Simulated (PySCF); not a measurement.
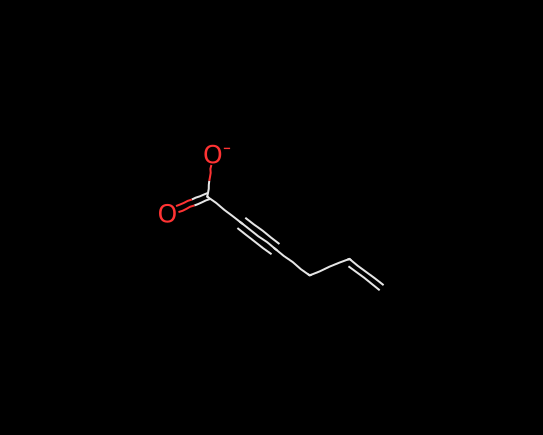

Source: calculation with PySCF.

2D structure. State: charge −1, singlet.

Transcribe the drawing into SMILES.

C=CCC#CC(=O)[O-]

Give the formula, hydrogens included.

C6H5O2, charge -1.

An optimisation with GFN2-xTB gave a structure of which point group?

C1. Other conformers may differ.
